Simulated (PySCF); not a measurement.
**C$_{4}$H$_{6}$F$_{3}$NSi: density, localisation and related maps**

Input

```
{"job": {"kind": "uv", "xc": "PBE0", "basis": "def2-SVPD", "nstates": 8, "ntriplets": 3}, "charge": 0, "multiplicity": 1}
C     -1.840158    -0.429309    -1.632401
C     -0.850142    -1.040257    -0.999365
Si     0.610085    -0.171459    -0.202491
N      0.032877     1.274617     0.503939
C      0.246434     2.502995     0.429674
C      1.074379    -1.185690     1.391750
F      1.344771    -2.475627     1.091469
F      2.182777    -0.715750     2.004707
F      0.115299    -1.219675     2.332677
H     -2.654923    -0.970700    -2.087165
H     -1.881471     0.644357    -1.715589
H     -0.860729    -2.121976    -0.945859
H      1.826437    -0.225943    -1.022680
H      0.997281     2.966365    -0.212926
H     -0.347331     3.176042     1.042348
```

Run with:

```sh
OMP_NUM_THREADS=1 python probes_run.py task.json out
```

Geometry: GFN2-xTB.

Level of theory: PySCF, PBE0/def2-SVPD, SCF density, gas phase.

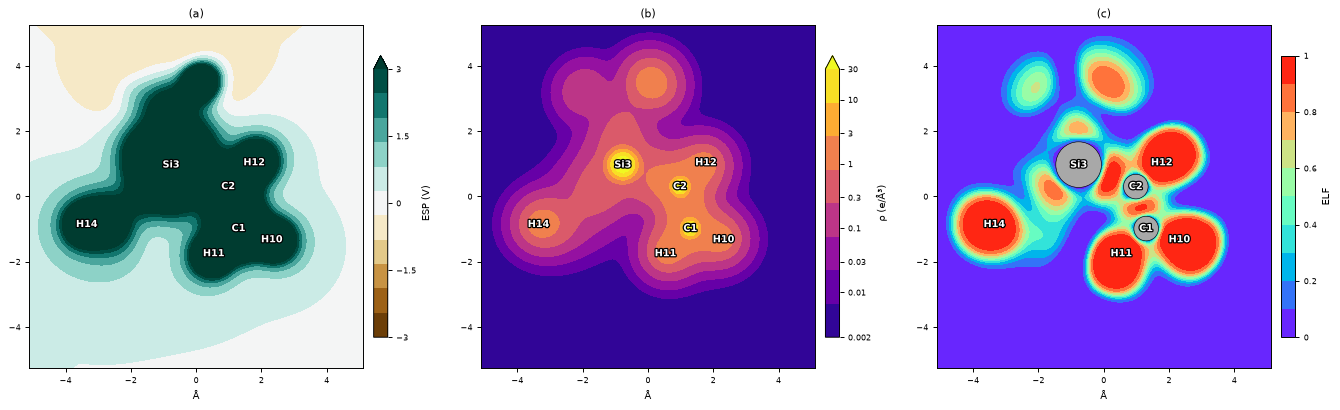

Figure 1. (a) molecular electrostatic potential; (b) total electron density; (c) ELF on the plane of atoms C2, C1 and H11. Grey discs cover the atomic cores in the ELF map.

Question: What do the fields say about this system?

Answer:
- The plane passes through C, Si and H nuclei.
- C–C (1.32 Å): ρ at the midpoint is about 2.3 e/Å³; the ELF peaks at about 0.90 between the atoms: a short, multiple covalent bond.
- C–Si (1.88 Å): ρ at the midpoint is about 0.97 e/Å³; the ELF peaks at about 0.95 between the atoms (a shared electron pair).
- C–H (1.08 Å): ρ at the midpoint is about 2 e/Å³; the ELF climbs to about 1 towards the hydrogen, as it does in any bond to H (an ordinary covalent bond to hydrogen).
- The ELF also peaks beside F7, away from the bonds: lone-pair regions.
- Outside the dense part of the molecule the potential is most negative (−0.8 V) near F7, which lies off the plane.

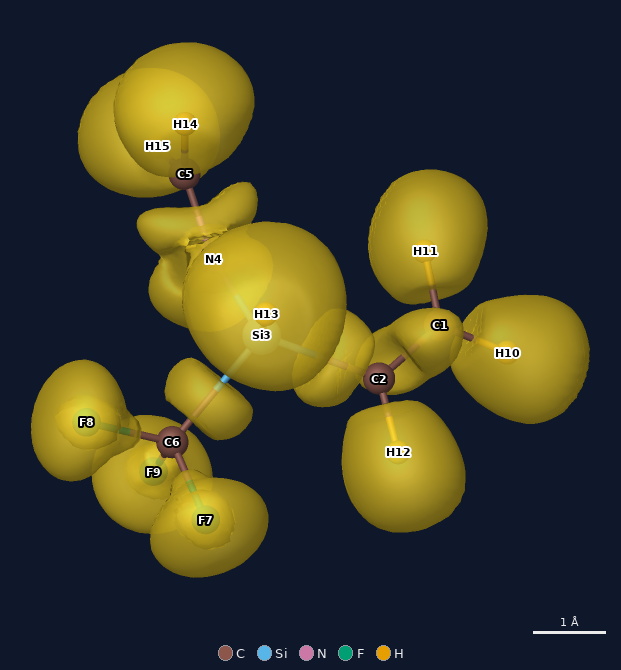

Figure 2. Isosurface of the electron localisation function at 0.75 (yellow), seen at a tilt. Core shells and regions of very low density are left out.

Question: What do the ELF domains correspond to?

Answer: The surface consists of one region between bonded C–C atoms (shared pairs), two regions between bonded C–Si atoms (shared pairs), six regions around hydrogen nuclei, three regions on F in which the atom's valence shell and bonds are merged and one region on N in which the atom's valence shell and bonds are merged. Profiles from the grid: C–N (1.25 Å): the ELF peaks at about 0.90 between the atoms (a short, multiple covalent bond).

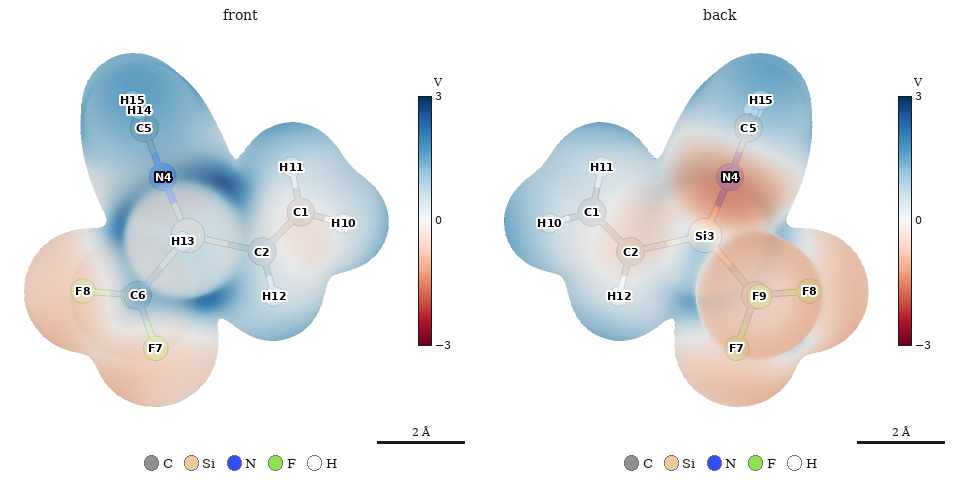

Figure 3. The molecular electrostatic potential painted on the density surface at 0.004 e/bohr³, seen from the front and from behind; the colour scale runs from red (negative) to blue (positive).

Question: Which sites attract a positive test charge, and which a negative one?

Answer: A positive charge is drawn to the negative regions and a negative charge to the positive ones. The most negative region (about −1.4 V, or −32 kcal/mol for a unit charge) lies over N4, the most positive (about +2.4 V, or +55 kcal/mol for a unit charge) over Si3. N4 is the likeliest acceptor of a hydrogen bond.

Question: What dipole moment does the calculation give?

Answer: Its dipole moment is 4.07 D.
